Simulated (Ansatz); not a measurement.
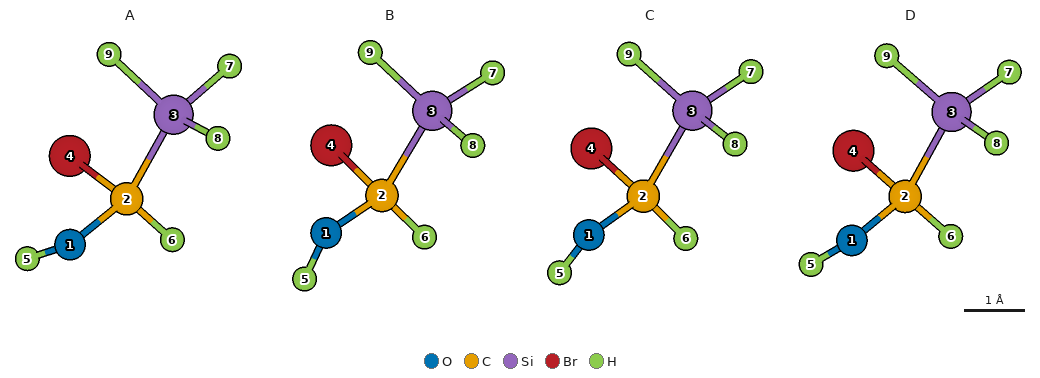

4 geometries from one relaxation of CH₅BrOSi, in shuffled order. A ball-and-stick model, seen from a free direction.

The run prepares an end point of a later path (torsion) calculation, from a guessed geometry.

The calculation used RKS PBE0/def2-mTZVP (Ansatz). Settings: no spin polarisation; force threshold 0.015 eV/Å; at most 40 steps.

Order the frames from highest to lowest energy.

A, D, C, B. They are steps 0, 1, 3, 9, at +48.8 kJ/mol, +15.0 kJ/mol, +2.59 kJ/mol relative to the last. H5 moves most after the best rigid fit: 0.51 Å. Largest moves by element: H 0.51 Å, Br 0.24 Å, O 0.21 Å, C 0.11 Å, Si 0.07 Å. Among the contacts that change: C2–Br4 1.927 → 2.015 Å, Si3–H9 1.557 → 1.482 Å, C2–Si3 1.837 → 1.905 Å, O1–H5 1.030 → 0.966 Å. Bond angles that change, for instance: C2–O1–H5 103.3° → 109.7°, O1–C2–Si3 116.5° → 110.1°, H7–Si3–H9 105.6° → 111.2°. Groups turn about O1–C2 by about 45°. Over 8 accepted moves (9 points after the start) the energy falls by 48.8 kJ/mol. Largest force component: 2.5 eV/Å at the start, 0.0088 eV/Å at the end. The line search rejected the trial step at point 5 of the run. Cost: 42 s on 2 threads of Arm Neoverse V2, with other jobs on the host, peak memory 0.27 GiB.
